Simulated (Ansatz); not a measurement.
System: ClH₃Sn···NH₃···H₂O.

Input file:

```
crystal:
  periodic: [false, false, false]
  atoms:
    - { symbol: Sn, position_ang: [-1.5459, -0.8602, 0.2689] }
    - { symbol: Cl, position_ang: [1.0788, -1.8871, 0.2056] }
    - { symbol: H, position_ang: [-1.5439, -1.6274, -1.2289] }
    - { symbol: H, position_ang: [-1.6665, -1.7474, 1.7033] }
    - { symbol: H, position_ang: [-2.8791, 0.2277, 0.2508] }
    - { symbol: H, position_ang: [0.8486, 0.9701, -0.4607] }
    - { symbol: "N", position_ang: [-0.0671, 1.0798, 0.509] }
    - { symbol: H, position_ang: [1.5798, -0.5892, -0.8584] }
    - { symbol: O, position_ang: [1.7349, 0.5911, -1.3012] }
    - { symbol: H, position_ang: [-0.5617, 1.9587, 0.4747] }
    - { symbol: H, position_ang: [0.4396, 1.0223, 1.3799] }
    - { symbol: H, position_ang: [2.5823, 0.8616, -0.9429] }
basis:
  gaussian: { orbitals: def2-SVP }
hamiltonian:
  xc: pbe0
relax:
  f_tol: 0.15
  max_steps: 25
  restrain:
    - { distance: [0, 6], at: 3.4, k: 30.0 }
    - { distance: [5, 8], at: 2.27, k: 30.0 }
    - { distance: [7, 1], at: 2.63, k: 30.0 }
    - { distance: [0, 1], at: 2.41, k: 30.0 }
    - { distance: [5, 6], at: 1.02, k: 30.0 }
    - { distance: [7, 8], at: 0.97, k: 30.0 }
output:
  orbitals: {}
```

Command:

```sh
ansatz run input.yaml --threads 2 --pin off --max-ram 3072MiB --backend cpu --events-out ev --progress --plain --runs-dir out
```

The fields are those of the run's last geometry, not of the input's.

Core potentials replace the inner electrons of Sn.

All numbers below come from Ansatz 0.2.0, RKS PBE0/def2-SVP.

**What will maps of the electron density and electron localisation function show?**

Sn–H (1.71 Å): ρ at the midpoint is about 1.1 e/Å³; the ELF climbs to about 1 towards the hydrogen.

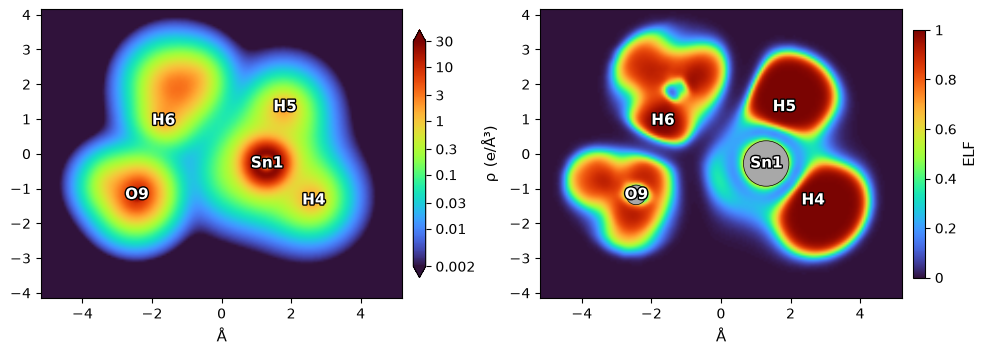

Computed electron density and electron localisation function on the plane of atoms H4, Sn1 and H5, in this order. Grey discs cover the atomic cores in the ELF map. 
